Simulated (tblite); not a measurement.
**Geometry relaxation, with input and output: C6H14BNS (part 1 of 2)**

The run: geometry relaxation of C6H14BNS. Method and program: GFN2-xTB geometry optimisation, gas phase (tblite 0.8.0).

It belongs to a series of runs on one base structure; here: H on C replaced by iPr.

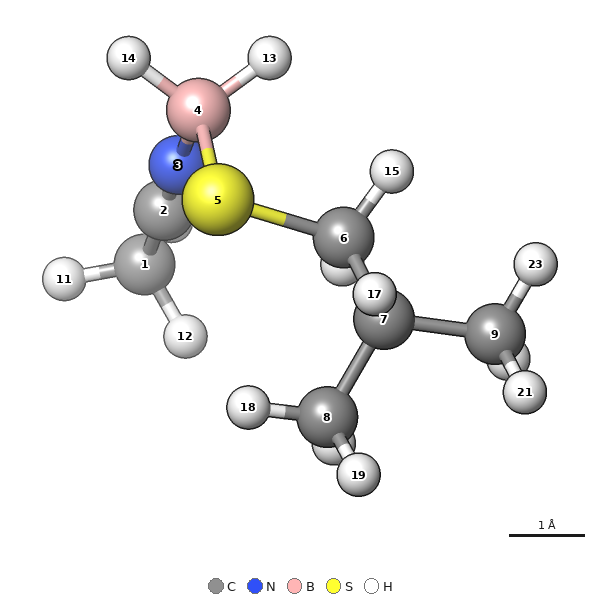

Figure 1. The input geometry (ball-and-stick view, seen at a tilt; atoms are numbered from 1 in the order of the input). Bond lengths as drawn: B–H 1.20 Å, B–N 1.48 Å, B–S 1.90 Å, C–C 1.46 to 1.54 Å, C–H 1.10 to 1.12 Å, C–N 1.17 Å and C–S 1.84 Å.

Input
```
{"job": {"kind": "relax", "xc": "GFN2-xTB", "basis": "xTB"}, "charge": 0, "multiplicity": 1}
C      3.592700     0.394300    -2.238500
C      2.972300    -0.169300    -1.045400
N      2.504700    -0.628300    -0.081800
B      1.870600    -1.194500     1.125200
S      0.456000    -0.077800     1.729200
C     -0.729000    -0.576500     0.414000
C     -2.034500     0.226500     0.518700
C     -1.816200     1.704700     0.161700
C     -3.101500    -0.394700    -0.385400
H      3.995900    -0.419200    -2.860300
H      4.395200     1.090400    -1.948000
H      2.810000     0.947100    -2.811500
H      1.458100    -2.294400     0.904700
H      2.694700    -1.278800     1.992200
H     -0.943600    -1.650200     0.546600
H     -0.273200    -0.423400    -0.575200
H     -2.403900     0.171300     1.573600
H     -1.100900     2.169400     0.853200
H     -2.781900     2.258600     0.241600
H     -1.432300     1.797900    -0.874400
H     -4.063000     0.177800    -0.288000
H     -2.780500    -0.366500    -1.447200
H     -3.294700    -1.437400    -0.080300
```

The first line tells a small driver script what to run in tblite; the rest is the geometry in Å.

Launch command:
```bash
OMP_NUM_THREADS=1 python <driver script> task.json out
```

Log
```
step      E/eV     max force
  0    -745.03735    1.262
  1    -745.10648    2.605
  2    -745.13489    2.246
  3    -745.18433    0.415
  4    -745.19497    0.282
  5    -745.20951    0.318
  6    -745.21871    0.279
  7    -745.22793    0.198
  8    -745.23277    0.164
  9    -745.23567    0.126
 10    -745.23788    0.112
 11    -745.24036    0.127
 12    -745.24249    0.119
 13    -745.24405    0.095
 14    -745.24522    0.098
 15    -745.24653    0.141
 16    -745.24832    0.166
 17    -745.25037    0.145
 18    -745.25213    0.097
 19    -745.25349    0.073
 20    -745.25470    0.077
 21    -745.25588    0.108
 22    -745.25726    0.113
 23    -745.25883    0.103
 24    -745.26047    0.083
 25    -745.26193    0.070
 26    -745.26306    0.102
 27    -745.26393    0.099
 28    -745.26476    0.067
 29    -745.26566    0.085
 30    -745.26654    0.084
 31    -745.26723    0.072
 32    -745.26771    0.057
 33    -745.26809    0.061
 34    -745.26841    0.062
 35    -745.26863    0.040
 36    -745.26873    0.024
 37    -745.26880    0.024
 38    -745.26888    0.027
 39    -745.26902    0.040
 40    -745.26922    0.048
 41    -745.26946    0.048
 42    -745.26975    0.045
 43    -745.27010    0.042
 44    -745.27049    0.057
 45    -745.27085    0.053
 46    -745.27111    0.040
 47    -745.27131    0.038
 48    -745.27151    0.037
 49    -745.27175    0.047
 50    -745.27200    0.043
 51    -745.27223    0.037
 52    -745.27245    0.032
 53    -745.27265    0.031
 54    -745.27282    0.033
 55    -745.27295    0.027
 56    -745.27307    0.022
 57    -745.27318    0.027
 58    -745.27328    0.025
 59    -745.27335    0.016
 60    -745.27339    0.016
 61    -745.27344    0.020
 62    -745.27350    0.023
 63    -745.27357    0.021
 64    -745.27365    0.021
 65    -745.27372    0.020
 66    -745.27378    0.017
 67    -745.27384    0.018
 68    -745.27390    0.019
 69    -745.27396    0.023
 70    -745.27401    0.018
 71    -745.27406    0.017
 72    -745.27411    0.014
 73    -745.27416    0.016
 74    -745.27420    0.017
 75    -745.27423    0.015
 76    -745.27427    0.010
 77    -745.27430    0.012
 78    -745.27433    0.015
 79    -745.27436    0.014
 80    -745.27439    0.010
 81    -745.27443    0.012
 82    -745.27446    0.014
 83    -745.27448    0.010
 84    -745.27449    0.007
```

Trajectory as extended XYZ (Å, eV, eV/Å), 21 of the 85 frames kept, from step=0 to step=84
```
23
Properties=species:S:1:pos:R:3:forces:R:3 step=0 energy=-745.03735
C     3.5927    0.3943   -2.2385   -0.7400  -0.0270   0.4180
C     2.9723   -0.1693   -1.0454   -0.1990  -0.2670   0.6280
N     2.5047   -0.6283   -0.0818    0.4550   0.4830  -1.0740
B     1.8706   -1.1945    1.1252    0.4970  -0.5400   0.5040
S     0.4560   -0.0778    1.7292   -0.0330   0.0070  -0.5790
C    -0.7290   -0.5765    0.4140   -0.4930   0.1020   0.0950
C    -2.0345    0.2265    0.5187   -0.1330   0.1090   0.3610
C    -1.8162    1.7047    0.1617   -0.3240   0.2220  -0.1100
C    -3.1015   -0.3947   -0.3854   -0.6110   0.1910  -0.1530
H     3.9959   -0.4192   -2.8603   -0.1180   0.2970   0.2300
H     4.3952    1.0904   -1.9480   -0.3010  -0.2900  -0.1070
H     2.8100    0.9471   -2.8115    0.5880  -0.3610   0.3550
H     1.4581   -2.2944    0.9047   -0.0340   0.1950  -0.3610
H     2.6947   -1.2788    1.9922    0.0210   0.3170  -0.2590
H    -0.9436   -1.6502    0.5466    0.1290   0.3320  -0.0220
H    -0.2732   -0.4234   -0.5752   -0.0270  -0.0080   0.2820
H    -2.4039    0.1713    1.5736    0.3260   0.0290  -0.6180
H    -1.1009    2.1694    0.8532   -0.2000  -0.2280  -0.2710
H    -2.7819    2.2586    0.2416    0.7420  -0.3970  -0.1280
H    -1.4323    1.7979   -0.8744   -0.2500  -0.0160   0.5930
H    -4.0630    0.1778   -0.2880    0.8650  -0.5340  -0.1560
H    -2.7805   -0.3665   -1.4472   -0.2370  -0.0800   0.6440
H    -3.2947   -1.4374   -0.0803    0.0770   0.4650  -0.2730
23
Properties=species:S:1:pos:R:3:forces:R:3 step=4 energy=-745.19497
C     3.5731    0.3887   -2.2196   -0.1150  -0.0360   0.1270
C     2.9737   -0.1694   -1.0395    0.0130   0.0250   0.0010
N     2.5068   -0.6274   -0.0901   -0.0790  -0.1580   0.2200
B     1.8912   -1.2152    1.1364    0.0900  -0.0450  -0.0630
S     0.4607   -0.0755    1.6970    0.1380   0.1000  -0.2150
C    -0.7498   -0.5678    0.4148   -0.0140   0.0160  -0.0200
C    -2.0433    0.2326    0.5177    0.0250  -0.0230   0.0700
C    -1.8221    1.7010    0.1633   -0.0330  -0.0110  -0.0060
C    -3.1074   -0.3891   -0.3825   -0.0320   0.0240   0.0030
H     3.9870   -0.4040   -2.8449   -0.0400  -0.0480   0.0760
H     4.3772    1.0745   -1.9506   -0.0350  -0.0210   0.0930
H     2.8278    0.9354   -2.7988   -0.0440  -0.0070   0.0470
H     1.4564   -2.2873    0.8801    0.0060  -0.0170  -0.2630
H     2.7070   -1.2593    1.9859    0.1990   0.1820   0.0000
H    -0.9402   -1.6365    0.5470   -0.0470   0.0580   0.0300
H    -0.2775   -0.4225   -0.5604   -0.0500   0.0450  -0.0170
H    -2.3914    0.1733    1.5550    0.0300   0.0270  -0.0040
H    -1.1081    2.1584    0.8421    0.0500  -0.0740   0.0300
H    -2.7595    2.2475    0.2359   -0.0130   0.0140  -0.0150
H    -1.4429    1.7971   -0.8528   -0.0150  -0.0180  -0.0210
H    -4.0398    0.1625   -0.2948   -0.0330   0.0140  -0.0250
H    -2.7903   -0.3698   -1.4231    0.0070  -0.0060  -0.0200
H    -3.2931   -1.4202   -0.0933   -0.0070  -0.0390  -0.0290
23
Properties=species:S:1:pos:R:3:forces:R:3 step=8 energy=-745.23277
C     3.5544    0.3822   -2.1959    0.0520   0.0380  -0.0600
C     2.9645   -0.1743   -1.0176   -0.0180   0.0000  -0.0280
N     2.5075   -0.6488   -0.0725    0.1230   0.0300  -0.1040
B     1.9135   -1.2347    1.1355   -0.0440  -0.0080   0.0560
S     0.4942   -0.0486    1.6468    0.0450   0.0670   0.0090
C    -0.7518   -0.5614    0.4094    0.0240   0.0250  -0.0390
C    -2.0459    0.2329    0.5214   -0.0350   0.0190  -0.0290
C    -1.8247    1.6989    0.1637    0.0120   0.0000  -0.0060
C    -3.1115   -0.3883   -0.3816    0.0200  -0.0200  -0.0060
H     3.9721   -0.4111   -2.8194   -0.0530  -0.0430   0.0710
H     4.3618    1.0647   -1.9273   -0.0330   0.0020   0.0850
H     2.8173    0.9312   -2.7828   -0.0710  -0.0120   0.0730
H     1.4622   -2.2887    0.8211    0.0950  -0.0170   0.0730
H     2.7474   -1.2185    1.9786   -0.0480  -0.0690  -0.0540
H    -0.9494   -1.6250    0.5551    0.0380  -0.0070   0.0270
H    -0.2920   -0.4134   -0.5688   -0.0710  -0.0330  -0.1250
H    -2.3853    0.1786    1.5597   -0.0220  -0.0080   0.0360
H    -1.1007    2.1394    0.8444   -0.0060   0.0020  -0.0160
H    -2.7596    2.2498    0.2333    0.0080   0.0270   0.0340
H    -1.4484    1.7919   -0.8537    0.0030  -0.0140  -0.0130
H    -4.0447    0.1640   -0.3008   -0.0050  -0.0100   0.0050
H    -2.7902   -0.3702   -1.4218    0.0110   0.0240   0.0020
H    -3.2955   -1.4236   -0.1021   -0.0240   0.0070   0.0090
23
Properties=species:S:1:pos:R:3:forces:R:3 step=13 energy=-745.24405
C     3.5511    0.3867   -2.1935   -0.0550  -0.0080   0.0440
C     2.9617   -0.1736   -1.0212    0.0170  -0.0050   0.0230
N     2.5276   -0.6588   -0.0732   -0.0420  -0.0520   0.0670
B     1.9153   -1.2341    1.1340    0.0590  -0.0290   0.0020
S     0.5110   -0.0262    1.6208   -0.0110   0.0220  -0.0860
C    -0.7499   -0.5536    0.3983    0.0100  -0.0210  -0.0020
C    -2.0486    0.2340    0.5212    0.0160  -0.0050   0.0190
C    -1.8261    1.6983    0.1627   -0.0030   0.0390   0.0000
C    -3.1111   -0.3890   -0.3813   -0.0440   0.0030  -0.0180
H     3.9579   -0.4228   -2.8004    0.0240   0.0500  -0.0540
H     4.3520    1.0659   -1.9021    0.0030   0.0190  -0.0480
H     2.7979    0.9298   -2.7637    0.0250   0.0250  -0.0300
H     1.4864   -2.2969    0.8251   -0.0150  -0.0130   0.0530
H     2.7517   -1.2261    1.9706   -0.0170  -0.0220   0.0440
H    -0.9376   -1.6161    0.5643    0.0260  -0.0040   0.0120
H    -0.3182   -0.4211   -0.5973   -0.0250  -0.0110  -0.0120
H    -2.3863    0.1781    1.5615    0.0090  -0.0110  -0.0070
H    -1.0981    2.1349    0.8403    0.0300   0.0120   0.0000
H    -2.7554    2.2577    0.2404   -0.0050   0.0050   0.0030
H    -1.4512    1.7874   -0.8558   -0.0180   0.0050  -0.0090
H    -4.0459    0.1609   -0.3022   -0.0070   0.0170   0.0060
H    -2.7877   -0.3652   -1.4205    0.0050  -0.0050  -0.0090
H    -3.3012   -1.4233   -0.1033    0.0180  -0.0100   0.0030
23
Properties=species:S:1:pos:R:3:forces:R:3 step=17 energy=-745.25037
C     3.5393    0.3890   -2.1839    0.0640   0.0360  -0.0690
C     2.9618   -0.1788   -1.0104    0.0060  -0.0220  -0.0090
N     2.5360   -0.6775   -0.0648    0.0730   0.0000  -0.0870
B     1.9279   -1.2437    1.1368   -0.0870  -0.0390   0.1090
S     0.5235   -0.0034    1.5771    0.1010   0.0320   0.0320
C    -0.7507   -0.5523    0.3863   -0.0070  -0.0090  -0.0300
C    -2.0489    0.2350    0.5203   -0.0200   0.0080  -0.0290
C    -1.8263    1.7025    0.1638    0.0110  -0.0360  -0.0020
C    -3.1153   -0.3874   -0.3821    0.0430   0.0060   0.0130
H     3.9531   -0.4105   -2.8021   -0.0160   0.0350  -0.0040
H     4.3424    1.0708   -1.9011   -0.0160   0.0100  -0.0020
H     2.7919    0.9363   -2.7581   -0.0260   0.0000   0.0240
H     1.4969   -2.3088    0.8481   -0.0670  -0.0370   0.0120
H     2.7507   -1.2393    1.9840    0.0100   0.0370   0.0720
H    -0.9207   -1.6126    0.5744   -0.0460  -0.0400  -0.0060
H    -0.3446   -0.4318   -0.6207    0.0230  -0.0120  -0.0350
H    -2.3833    0.1741    1.5600    0.0060   0.0000   0.0290
H    -1.0887    2.1363    0.8346   -0.0100  -0.0060  -0.0200
H    -2.7531    2.2653    0.2470    0.0010  -0.0080   0.0180
H    -1.4601    1.7871   -0.8582   -0.0110   0.0220  -0.0080
H    -4.0493    0.1634   -0.3017   -0.0030   0.0010  -0.0010
H    -2.7870   -0.3635   -1.4201   -0.0280   0.0010  -0.0070
H    -3.3002   -1.4234   -0.1045    0.0000   0.0210  -0.0020
23
Properties=species:S:1:pos:R:3:forces:R:3 step=21 energy=-745.25588
C     3.5354    0.3965   -2.1836   -0.0340  -0.0090   0.0400
C     2.9674   -0.1867   -1.0083    0.0290  -0.0340  -0.0140
N     2.5525   -0.6995   -0.0645    0.0190  -0.0670   0.0350
B     1.9282   -1.2558    1.1529    0.0660   0.0200  -0.0830
S     0.5467    0.0178    1.5434   -0.0480  -0.0280  -0.0350
C    -0.7493   -0.5537    0.3742    0.0320   0.0080   0.0250
C    -2.0478    0.2352    0.5182    0.0420  -0.0090   0.0100
C    -1.8260    1.7024    0.1632   -0.0060   0.0150  -0.0120
C    -3.1153   -0.3843   -0.3821   -0.0160  -0.0040  -0.0070
H     3.9489   -0.3948   -2.8096    0.0050  -0.0040  -0.0260
H     4.3350    1.0806   -1.9014    0.0050   0.0270   0.0210
H     2.7814    0.9430   -2.7498   -0.0350   0.0000   0.0380
H     1.4901   -2.3237    0.8729   -0.0310   0.0510   0.0240
H     2.7477   -1.2430    2.0088   -0.0520   0.0350  -0.0250
H    -0.9156   -1.6135    0.5799   -0.0180   0.0440  -0.0160
H    -0.3608   -0.4442   -0.6429    0.0240  -0.0220   0.0360
H    -2.3783    0.1710    1.5609    0.0270   0.0070  -0.0280
H    -1.0823    2.1363    0.8262    0.0050  -0.0130  -0.0020
H    -2.7504    2.2684    0.2563   -0.0030  -0.0240   0.0180
H    -1.4701    1.7916   -0.8621   -0.0090   0.0040  -0.0100
H    -4.0509    0.1651   -0.3010    0.0170  -0.0020   0.0100
H    -2.7921   -0.3615   -1.4217   -0.0110   0.0110  -0.0060
H    -3.2991   -1.4200   -0.1051   -0.0110  -0.0070   0.0060
23
Properties=species:S:1:pos:R:3:forces:R:3 step=25 energy=-745.26193
C     3.5268    0.4035   -2.1758    0.0110  -0.0200  -0.0040
C     2.9820   -0.2106   -1.0057    0.0400  -0.0350   0.0230
N     2.5857   -0.7436   -0.0644   -0.0010   0.0110  -0.0380
B     1.9406   -1.2653    1.1526   -0.0550   0.0140   0.0270
S     0.5693    0.0383    1.4943    0.0090   0.0190   0.0400
C    -0.7421   -0.5520    0.3621   -0.0370  -0.0210  -0.0450
C    -2.0389    0.2350    0.5126   -0.0390   0.0200  -0.0390
C    -1.8258    1.7025    0.1595    0.0140   0.0230   0.0010
C    -3.1142   -0.3821   -0.3818   -0.0080  -0.0120  -0.0080
H     3.9415   -0.3738   -2.8217   -0.0010   0.0590  -0.0060
H     4.3214    1.0969   -1.8925   -0.0570  -0.0400   0.0030
H     2.7554    0.9487   -2.7221   -0.0030  -0.0210   0.0590
H     1.4720   -2.3271    0.9057    0.0290   0.0260  -0.0060
H     2.7327   -1.2327    2.0319   -0.0010  -0.0010  -0.0460
H    -0.9168   -1.6048    0.5833    0.0230  -0.0550   0.0320
H    -0.3713   -0.4656   -0.6618    0.0450   0.0100  -0.0330
H    -2.3629    0.1700    1.5559    0.0140   0.0000   0.0110
H    -1.0731    2.1312    0.8143    0.0320   0.0170   0.0070
H    -2.7488    2.2647    0.2740   -0.0290   0.0010   0.0030
H    -1.4859    1.7989   -0.8700   -0.0100   0.0030  -0.0210
H    -4.0481    0.1673   -0.2962   -0.0090   0.0330   0.0410
H    -2.8026   -0.3557   -1.4246    0.0220  -0.0070  -0.0070
H    -3.3017   -1.4169   -0.1052    0.0110  -0.0230   0.0020
23
Properties=species:S:1:pos:R:3:forces:R:3 step=29 energy=-745.26566
C     3.5226    0.4029   -2.1709   -0.0080  -0.0060   0.0150
C     3.0007   -0.2322   -1.0036    0.0050  -0.0210  -0.0190
N     2.5999   -0.7684   -0.0668   -0.0660   0.0050   0.0530
B     1.9367   -1.2635    1.1549    0.0000   0.0040   0.0140
S     0.5766    0.0500    1.4756   -0.0500   0.0020  -0.0240
C    -0.7414   -0.5554    0.3500    0.0430   0.0050   0.0220
C    -2.0363    0.2362    0.5044    0.0440  -0.0240   0.0210
C    -1.8245    1.7063    0.1566   -0.0140  -0.0200  -0.0090
C    -3.1163   -0.3817   -0.3829    0.0000   0.0190   0.0110
H     3.9402   -0.3529   -2.8354    0.0200  -0.0090  -0.0510
H     4.3069    1.1019   -1.8853    0.0350   0.0290   0.0230
H     2.7368    0.9478   -2.6938   -0.0410  -0.0080   0.0220
H     1.4648   -2.3241    0.9227    0.0020  -0.0270  -0.0230
H     2.7241   -1.2262    2.0355    0.0370  -0.0010   0.0000
H    -0.9131   -1.6073    0.5891    0.0300   0.0330  -0.0200
H    -0.3656   -0.4765   -0.6743   -0.0160  -0.0110   0.0180
H    -2.3504    0.1700    1.5519    0.0020  -0.0020  -0.0220
H    -1.0638    2.1316    0.8071   -0.0240  -0.0010  -0.0350
H    -2.7515    2.2618    0.2844    0.0330   0.0100  -0.0060
H    -1.4972    1.8054   -0.8775   -0.0130   0.0190   0.0110
H    -4.0468    0.1735   -0.2850    0.0030  -0.0190  -0.0060
H    -2.8061   -0.3542   -1.4268   -0.0240  -0.0040   0.0130
H    -3.3010   -1.4179   -0.1052    0.0030   0.0260  -0.0090
23
Properties=species:S:1:pos:R:3:forces:R:3 step=34 energy=-745.26841
C     3.5189    0.4012   -2.1633    0.0030   0.0000  -0.0030
C     3.0135   -0.2580   -1.0009   -0.0060  -0.0010  -0.0050
N     2.5993   -0.7829   -0.0633   -0.0010   0.0210  -0.0210
B     1.9353   -1.2660    1.1611   -0.0040   0.0000  -0.0040
S     0.5809    0.0642    1.4539    0.0520  -0.0130   0.0320
C    -0.7343   -0.5552    0.3413   -0.0210   0.0080  -0.0120
C    -2.0292    0.2348    0.4995   -0.0200   0.0140  -0.0100
C    -1.8247    1.7059    0.1519    0.0070   0.0060  -0.0040
C    -3.1163   -0.3792   -0.3815    0.0050  -0.0100  -0.0020
H     3.9397   -0.3324   -2.8530   -0.0100   0.0200   0.0140
H     4.2970    1.1086   -1.8733   -0.0200  -0.0180   0.0050
H     2.7131    0.9426   -2.6612    0.0060  -0.0070   0.0130
H     1.4622   -2.3277    0.9324   -0.0080  -0.0060   0.0120
H     2.7264   -1.2218    2.0384    0.0080  -0.0050   0.0130
H    -0.9005   -1.6042    0.5903    0.0040  -0.0130  -0.0050
H    -0.3682   -0.4882   -0.6863    0.0050   0.0140  -0.0120
H    -2.3396    0.1683    1.5473    0.0040  -0.0020   0.0060
H    -1.0587    2.1322    0.7935    0.0160   0.0070  -0.0040
H    -2.7479    2.2631    0.2927   -0.0090  -0.0030   0.0000
H    -1.5101    1.8138   -0.8844   -0.0030  -0.0100  -0.0170
H    -4.0463    0.1750   -0.2770    0.0030  -0.0030   0.0030
H    -2.8148   -0.3521   -1.4273   -0.0100   0.0100  -0.0080
H    -3.3004   -1.4151   -0.1061   -0.0010  -0.0100   0.0100
23
Properties=species:S:1:pos:R:3:forces:R:3 step=38 energy=-745.26888
C     3.5177    0.4010   -2.1619   -0.0100   0.0030   0.0020
C     3.0157   -0.2638   -1.0021   -0.0090   0.0010   0.0050
N     2.5979   -0.7843   -0.0639    0.0010  -0.0170   0.0080
B     1.9357   -1.2672    1.1621    0.0110  -0.0130   0.0060
S     0.5860    0.0642    1.4537   -0.0260  -0.0050  -0.0060
C    -0.7332   -0.5541    0.3392    0.0180   0.0020   0.0050
C    -2.0285    0.2357    0.4978    0.0130  -0.0040   0.0040
C    -1.8241    1.7070    0.1498   -0.0020  -0.0010  -0.0040
C    -3.1163   -0.3797   -0.3815   -0.0020   0.0030   0.0020
H     3.9391   -0.3257   -2.8568    0.0000  -0.0070  -0.0030
H     4.2934    1.1087   -1.8695    0.0010   0.0050   0.0100
H     2.7079    0.9413   -2.6528   -0.0060   0.0130  -0.0090
H     1.4597   -2.3290    0.9373    0.0040   0.0020   0.0060
H     2.7271   -1.2219    2.0404    0.0020  -0.0080  -0.0090
H    -0.8974   -1.6040    0.5887    0.0000   0.0110  -0.0080
H    -0.3672   -0.4879   -0.6891    0.0050   0.0190   0.0080
H    -2.3366    0.1681    1.5464   -0.0010   0.0060  -0.0030
H    -1.0555    2.1334    0.7889    0.0030  -0.0010  -0.0140
H    -2.7479    2.2628    0.2944    0.0040   0.0020  -0.0040
H    -1.5137    1.8141   -0.8884   -0.0060  -0.0070  -0.0020
H    -4.0458    0.1745   -0.2746   -0.0060  -0.0030   0.0060
H    -2.8188   -0.3503   -1.4286   -0.0020  -0.0030   0.0020
H    -3.2999   -1.4157   -0.1048    0.0070   0.0010  -0.0020
```
